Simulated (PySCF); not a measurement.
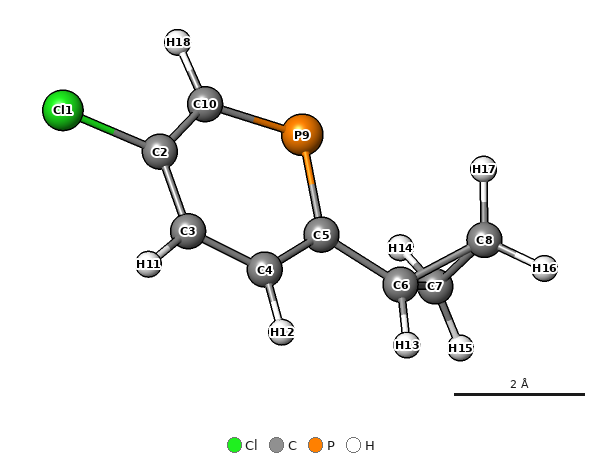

Fig. 1: The structure (ball-and-stick view, seen at a tilt; atoms are numbered from 1 in the order of the input).

**C₈H₈ClP: NMR shielding calculation**

The run: NMR shielding calculation of C₈H₈ClP, SMILES Clc1ccc(C2CC2)pc1. Method and program: GIAO PBE0/pcSseg-1 NMR shielding, non-relativistic, gas phase (PySCF 2.14.0).

The geometry comes from this level: PBE0-D3(BJ)/def2-SVP. It belongs to a series of runs on one base structure; here: H replaced by Cl. Figures and captions count atoms from 1; the log counts them from 0 in places.

The program's output
```
coarse grid: 16896 points
cycle   1  E = -1110.3571843736  dE =  1.657e+00  |g| = 3.817e-01  |ddm| = 4.363e+00
cycle   2  E = -1110.3407619906  dE =  1.642e-02  |g| = 4.706e-01  |ddm| = 8.137e-01
cycle   3  E = -1110.3946602612  dE = -5.390e-02  |g| = 9.465e-02  |ddm| = 5.241e-01
cycle   4  E = -1110.3964267613  dE = -1.767e-03  |g| = 5.526e-02  |ddm| = 1.651e-01
cycle   5  E = -1110.3972472812  dE = -8.205e-04  |g| = 1.369e-02  |ddm| = 7.072e-02
cycle   6  E = -1110.3972952198  dE = -4.794e-05  |g| = 3.030e-03  |ddm| = 1.793e-02
cycle   7  E = -1110.3972970439  dE = -1.824e-06  |g| = 1.277e-03  |ddm| = 4.297e-03
final grid: 156312 points
cycle   8  E = -1110.4574756545  dE = -4.300e-05  |g| = 9.252e-03  |ddm| = 5.080e-02
cycle   9  E = -1110.4574514245  dE =  2.423e-05  |g| = 1.280e-02  |ddm| = 2.423e-02
cycle  10  E = -1110.4574976621  dE = -4.624e-05  |g| = 1.895e-03  |ddm| = 1.699e-02
cycle  11  E = -1110.4574986538  dE = -9.917e-07  |g| = 5.242e-04  |ddm| = 3.113e-03
cycle  12  E = -1110.4574987246  dE = -7.076e-08  |g| = 1.274e-04  |ddm| = 5.874e-04
cycle  13  E = -1110.4574987279  dE = -3.353e-09  |g| = 5.108e-05  |ddm| = 1.556e-04
cycle  14  E = -1110.4574987286  dE = -6.517e-10  |g| = 1.813e-05  |ddm| = 7.392e-05
```

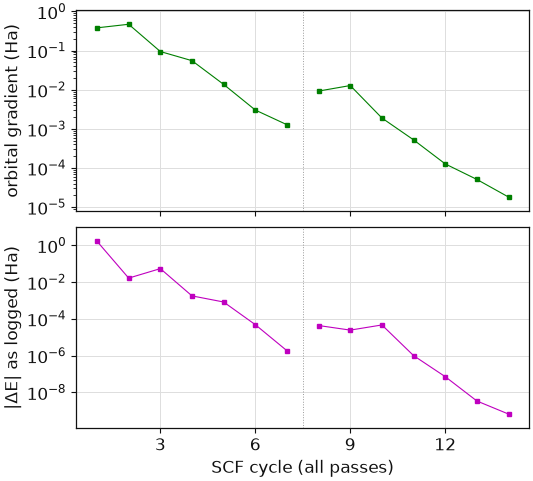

Fig. 2: Convergence of the self-consistent field: orbital gradient and size of the energy change against the SCF cycle. The dotted line marks the change from a coarse to the final integration grid. The first 7 cycles use a coarse grid, the final grid takes over at cycle 8, and the field converges after 14 cycles in all.

```
converged SCF energy = -1110.4574987286

GIAO shielding tensors (ppm)
atom      isotropic    diamagn.    paramagn.     s11        s22        s33       span
  0 Cl     668.691    1146.563    -477.872    499.071    504.452   1002.549    503.478
  1 C       37.635     254.797    -217.162    -63.354     55.481    120.778    184.132
  2 C       48.694     252.683    -203.989    -44.265     38.620    151.729    195.994
  3 C       44.427     253.406    -208.980    -63.493     47.825    148.948    212.441
  4 C       -3.918     263.608    -267.526   -152.559    -32.001    172.806    325.365
  5 C      160.050     239.551     -79.501    123.330    138.418    218.402     95.072
  6 C      161.656     256.899     -95.242    116.067    169.637    199.265     83.198
  7 C      162.656     254.749     -92.092    119.118    169.521    199.330     80.212
  8 P       99.993     969.165    -869.172   -175.651    -16.324    491.955    667.606
  9 C       22.934     259.913    -236.979   -126.257     34.900    160.159    286.416
 10 H       23.901      30.742      -6.840     19.128     23.761     28.815      9.688
 11 H       23.553      32.458      -8.905     19.428     22.654     28.577      9.150
 12 H       29.555      30.695      -1.140     21.775     28.674     38.215     16.440
 13 H       30.363      30.597      -0.234     24.505     29.439     37.145     12.640
 14 H       29.846      28.479       1.367     23.922     25.880     39.737     15.816
 15 H       29.852      28.387       1.465     23.895     25.911     39.749     15.854
 16 H       30.261      30.419      -0.158     24.335     29.289     37.159     12.824
 17 H       22.575      30.852      -8.277     19.304     19.934     28.488      9.184
```

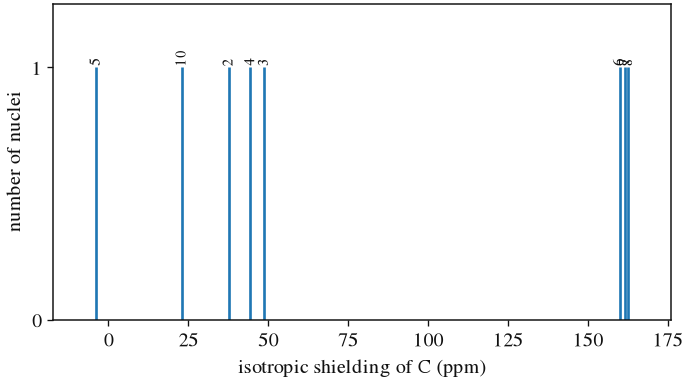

Fig. 3: Isotropic shieldings of the carbon nuclei in this fixed geometry, labelled by atom number; shielding grows to the right, so chemical shift grows to the left. The least shielded is C5 (−3.9 ppm), the most shielded C8 (162.7 ppm).

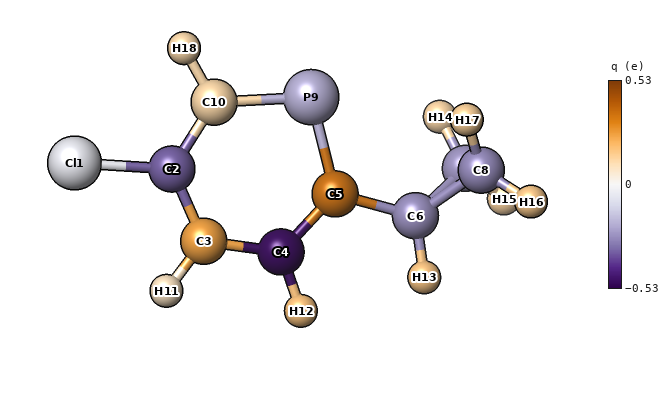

Fig. 4: ESP-fitted charges, as the colour of each atom (ball-and-stick view, seen at a tilt; atoms are numbered from 1 in the order of the input). By element: Cl −0.05, C −0.50 to +0.37, P −0.20 and H +0.09 to +0.19 e.

The run was set up as follows.

Input file
```
{"job": {"kind": "nmr", "xc": "PBE0", "basis": "pcSseg-1"}, "charge": 0, "multiplicity": 1}
Cl     2.955415    -0.386164     0.324945
C      1.216946    -0.417334     0.258764
C      0.592635    -1.649375     0.066229
C     -0.791876    -1.776633    -0.000563
C     -1.707704    -0.727158     0.111398
C     -3.156356    -1.045493     0.018709
C     -4.175116    -0.319285     0.866404
C     -4.138567    -0.081139    -0.602591
P     -1.203700     0.936865     0.358473
C      0.519289     0.775173     0.399008
H      1.217316    -2.538609    -0.034506
H     -1.192068    -2.785204    -0.154142
H     -3.357065    -2.107065    -0.157812
H     -3.791909     0.467195     1.524292
H     -4.995947    -0.905701     1.287585
H     -4.933412    -0.499066    -1.225890
H     -3.732610     0.870707    -0.959593
H      1.098639     1.691634     0.545691
```

The first line tells a small driver script what to run in PySCF; the rest is the geometry in Å.

Launched with:
```bash
OMP_NUM_THREADS=1 python <driver script> task.json out
```

Results in brief

```json
{"quantity": "outcome", "value": "converged"}
{"quantity": "total energy", "value": "−1110.457499 hartree"}
{"quantity": "HOMO", "value": "−6.82 eV"}
{"quantity": "LUMO", "value": "−1.78 eV"}
{"quantity": "dipole moment", "value": "2.32 D"}
{"quantity": "isotropic shielding, Cl", "value": "668.7 ppm"}
{"quantity": "isotropic shielding, C", "value": "−3.9 to 162.7 ppm"}
{"quantity": "isotropic shielding, P", "value": "100.0 ppm"}
{"quantity": "isotropic shielding, H", "value": "22.6 to 30.4 ppm"}
{"quantity": "hardware", "value": "1 CPU thread, shared host"}
{"quantity": "wall time", "value": "41 s"}
{"quantity": "peak memory", "value": "1.1 GiB"}
```
